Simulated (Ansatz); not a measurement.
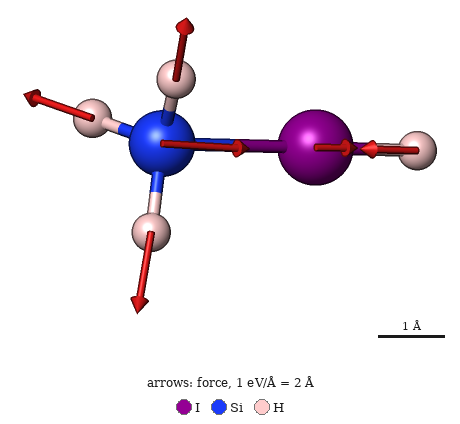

Starting geometry of SiH4I (multiplicity 2) with the computed forces as red arrows. The picture is a ball-and-stick view, seen at a tilt.

The reaction that was planned forms I1–H3 and breaks I1–Si2 (atoms numbered from 1 in input order).

Level of theory: Ansatz, UKS PBE0-D4/def2-SVP. Settings: held fixed: the distance between atoms 1 (I) and 3 (H), the distance between atoms 1 (I) and 2 (Si), counting from 1; force threshold 0.04 eV/Å; at most 150 steps.

Is this structure relaxed? If not, where do the atoms go?

Answer. It isn't relaxed: the largest force vector, on the Si atom, is 0.80 eV/Å. The final displacements follow the starting forces only in part (cosine between the two patterns 0.76). The largest move after the best rigid fit is that of an H atom, 0.036 Å. By element the largest moves are H 0.036 Å, I 0.019 Å, Si 0.017 Å. Near-neighbour distances that change, for instance: H–Si 1.455 → 1.490 Å. After 2 geometry steps the energy has fallen by 0.038 eV. Largest force component: 0.54 eV/Å at the start, 0.0019 eV/Å at the end. The run took 3.6 s on 4 threads of Arm Neoverse V2, with other jobs on the host.
